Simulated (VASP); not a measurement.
Band structure of La (dhcp). Computed with optB88-vdW, VASP's PBE PAW potentials (set 64) (plane waves; VASP 6.6.1).

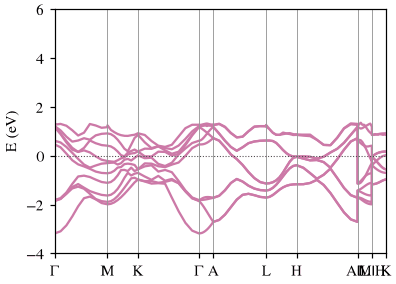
Fig. 1. Bands along high-symmetry lines, zero at the valence-band maximum or, without a gap, the Fermi level

### Question
Read the plot: is there a gap, and where are the band edges?

### Answer
It has no gap at this level: it comes out as a metal or semimetal. (Edges off the drawn lines would not show.)

The compound is La in the dhcp structure. It was relaxed first.
